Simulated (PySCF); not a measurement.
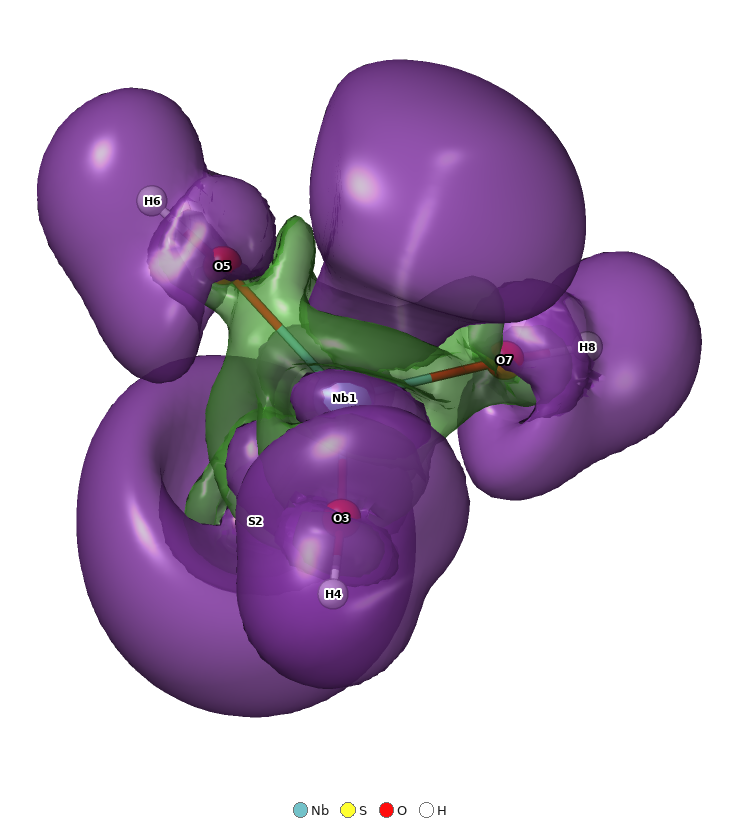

NbS(OH)3 (H₃NbO₃S). Fukui function f⁺ = ρ(N+1) − ρ(N) at fixed geometry, surfaces at ±0.005 e/Å³ (purple positive, green negative).

PySCF calculation, PBE0/def2-TZVP, gas phase; geometry: GFN2-xTB. Core potentials replace the inner electrons of Nb; spin–orbit coupling isn't included. This is a single-reference result, which may miss multireference character in this system. No frequency check shows the geometry to be a minimum. GFN2-xTB bond lengths at metals and heavier atoms can be off by up to 0.1 Å and shapes distorted, which carries into these values.

Geometry (Å), atoms numbered from 1:

```
Nb1     -0.3208   -0.0023    0.0047
S2       1.9161    0.0045    0.0010
O3      -0.6483    0.1917   -1.7592
H4      -0.6353    0.2950   -2.7149
O5      -0.6489    1.4411    1.0322
H6      -0.6992    2.2233    1.5889
O7      -0.6387   -1.6305    0.7057
H8      -0.6835   -2.5125    1.0856
```

Question: Which atoms respond most to the addition of an electron?

Answer: f⁺ (Hirshfeld-condensed) is largest on Nb1 (0.41) and S2 (0.23); the vertical electron affinity is −0.71 eV (the stability of the anion's solution wasn't checked; negative, but this basis has no diffuse functions, so it doesn't show that the anion is unbound). Condensed values hint at sites of nucleophilic attack but needn't mark the atom that reacts. Orbital relaxation makes it negative in places (0.15 e in all).

```csv
atom,f⁺,charge
Nb1,+0.41,+0.70
S2,+0.23,−0.36
O3,+0.04,−0.32
H4,+0.05,+0.20
O5,+0.05,−0.32
H6,+0.09,+0.20
O7,+0.05,−0.32
H8,+0.09,+0.20
```
